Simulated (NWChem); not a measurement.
# USVWN5/def2-TZVP (density fitting with weigend coulomb fitting, core potential) run of CH2I (SMILES [CH2]I)

What is the vertical ionisation energy of CH2I at USVWN5/def2-TZVP (density fitting with weigend coulomb fitting, core potential)? 

The calculation is run with NWChem 7.3.0.

### 1 The structure to begin with

CH2I has 4 atoms, charge 0, and is taken as a doublet. As SMILES, `[CH2]I`. Geometry: relaxed at PBE0-D4/def2-TZVP.

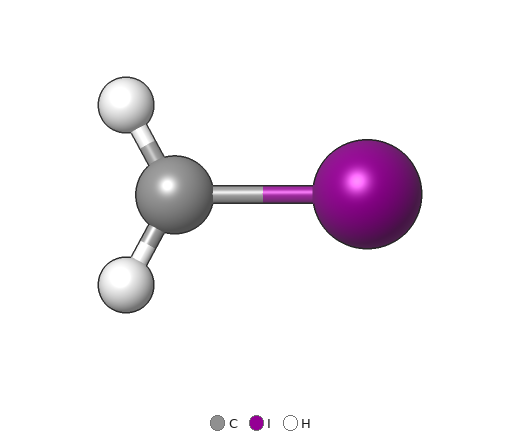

The structure, seen from a chosen angle (carbon grey, iodine purple, hydrogen white).

### 2 A single-point energy at USVWN5/def2-TZVP (density fitting with weigend coulomb fitting, core potential)

Input file test.nw:

```
START test
TITLE "CH2I energy"
memory total 2200 mb
GEOMETRY units angstroms noautosym nocenter noautoz
C     -0.070900    -0.169000    -0.184000
I      0.615100     1.076500     1.262900
H     -0.769400     0.220900    -0.907400
H      0.280600    -1.188700    -0.191800
END
BASIS spherical bse
* library def2-TZVP
END
ECP bse
I library def2-TZVP
END
BASIS "cd basis" spherical
* library "weigend coulomb fitting"
END
DFT
xc slater vwn_5
mult 2
grid fine
convergence energy 1e-08
maxiter 100
mulliken
print low
END
TASK dft energy
```

Command:

```console
$ nwchem test.nw > test.out
```

Log:

```text
[...]
 d= 0,ls=0.0,diis     1   -336.1385222091 -3.91D+02  4.68D-03  1.33D-01     1.4
[...]
 d= 0,ls=0.0,diis    11   -336.1721434492 -1.12D-09  1.14D-07  1.63D-10     5.1
[...]
         Total DFT energy =     -336.172143449243
      One electron energy =     -679.241946199629
           Coulomb energy =      315.516838660162
    Exchange-Corr. energy =      -27.494805642419
 Nuclear repulsion energy =       55.047769732643
[...]
      Total Density - Mulliken Population Analysis
     ---------------------------------------------
    Atom       Charge   Shell Charges
 -----------   ------   -------------------------------------------------------
    1 C    6     6.46   0.84  1.13  0.52  0.70  0.16  1.26  1.25  0.55  0.01  0.03  0.00
    2 I   25    24.90   0.19 -0.79  1.63  0.99  1.23  0.68 -0.49  6.42  1.48  2.52  0.95  9.13  0.88  0.07  0.00  0.02
    3 H    1     0.82   0.26  0.46  0.08  0.02
    4 H    1     0.82   0.26  0.46  0.08  0.02
[...]
      <S2> =      0.7529 (Exact =     0.7500)
[...]
```

Run time: 5.7 s. Hardware: 1 thread of Intel Xeon Platinum 8488C (Sapphire Rapids), shared host; peak memory 0.13 GiB.

### 3 The singlet cation at the same level

Input file m1.nw:

```
start m1
memory stack 880 mb heap 220 mb global 1100 mb
charge 1

geometry noautosym nocenter noautoz
C       -0.070900      -0.169000      -0.184000
I        0.615100       1.076500       1.262900
H       -0.769400       0.220900      -0.907400
H        0.280600      -1.188700      -0.191800
end

basis spherical bse
* library def2-TZVP
end

ecp bse
I library def2-TZVP
end

basis "cd basis" spherical
* library "weigend coulomb fitting"
end

dft
xc slater vwn_5
grid fine
convergence energy 1e-08
maxiter 100
mulliken
noprint "final vectors analysis"
end

task dft energy
```

Command:

```console
$ nwchem m1.nw > m1.out
```

Log:

```text
[...]
          Wavefunction type:  closed shell.
          No. of atoms     :     4
          No. of electrons :    32
[...]
          Charge           :     1
          Spin multiplicity:     1
[...]
          AO basis - number of functions:    93
[...]
              XC Information
              --------------
                        Slater Exchange Functional  1.000 local
                      VWN V Correlation Functional  1.000 local
[...]
 d= 0,ls=0.0,diis     1   -335.6287569875 -3.91D+02  3.10D-02  2.75D+00     1.2
[...]
 d= 0,ls=0.5,diis    30   -335.8652712434 -6.79D-09  4.65D-07  6.06D-08     7.3
         Total DFT energy =     -335.865271248033
      One electron energy =     -670.255443002864
           Coulomb energy =      306.524869264886
    Exchange-Corr. energy =      -27.182467242697
 Nuclear repulsion energy =       55.047769732643
[...]
      Total Density - Mulliken Population Analysis
     ---------------------------------------------
    Atom       Charge   Shell Charges
 -----------   ------   -------------------------------------------------------
    1 C    6     6.19   0.84  1.13  0.57  0.76  0.12  1.18  1.18  0.37  0.01  0.03  0.00
    2 I   25    24.36   0.19 -0.79  1.63  0.99  1.29  0.65 -0.49  6.42  1.43  2.44  0.53  9.13  0.87  0.05  0.00  0.02
    3 H    1     0.73   0.25  0.43  0.02  0.02
    4 H    1     0.73   0.25  0.43  0.02  0.02
[...]
```

Run time: 8.1 s. Hardware: 1 thread of Intel Xeon Platinum 8488C (Sapphire Rapids), shared host; peak memory 0.13 GiB.

### 4 What came out

At USVWN5/def2-TZVP (density fitting with weigend coulomb fitting, core potential):

```
                                          quantity          value
                        doublet CH2I: total energy  -336.17214 Eh
                                doublet CH2I: ⟨S²⟩          0.753
                      singlet cation: total energy  -335.86527 Eh
vertical ionisation energy (to the singlet cation)       8.350 eV
```

What this shows: Removing an electron at fixed nuclei costs 8.35 eV (193 kcal/mol). Only the singlet of the ionised species was computed; a triplet could lie lower. Mulliken charges (doublet CH2I) run from -0.46 on C1 to +0.18 on H3.
